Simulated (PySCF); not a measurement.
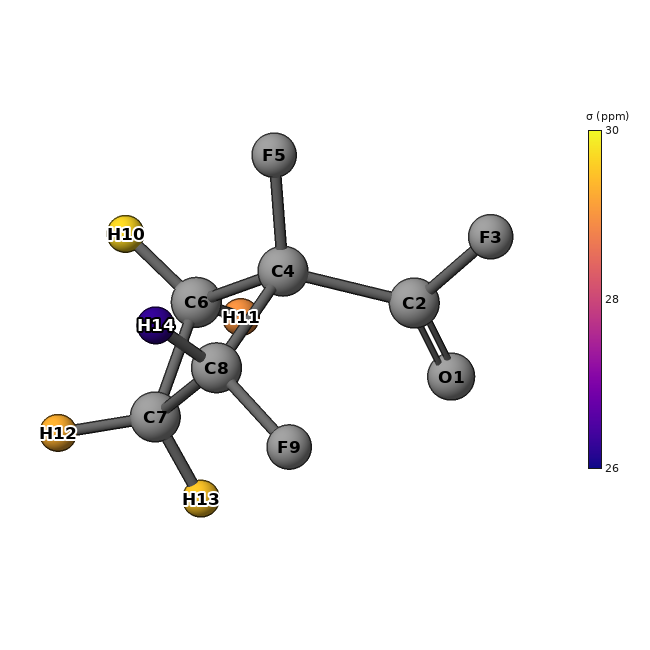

Atoms are coloured by their isotropic NMR shieldings (H only, the others grey). The computed structure is the end point of a GFN2-xTB optimisation. No frequency run is at hand to confirm it as a minimum. Method: GIAO PBE0/pcSseg-1 NMR shielding, non-relativistic, gas phase (PySCF 2.14.0).

Which H atom is the most shielded (lowest chemical shift)?

H10 (29.69 ppm).

Which H atom is the least shielded (highest chemical shift)?

H14 (26.29 ppm).

How wide is the range of H shifts?

3.40 ppm.

Give the isotropic NMR shieldings of the H atoms atom by atom.

```json
{"atom": "H10", "σ (ppm)": "29.69"}
{"atom": "H11", "σ (ppm)": "28.98"}
{"atom": "H12", "σ (ppm)": "29.29"}
{"atom": "H13", "σ (ppm)": "29.51"}
{"atom": "H14", "σ (ppm)": "26.29"}
```
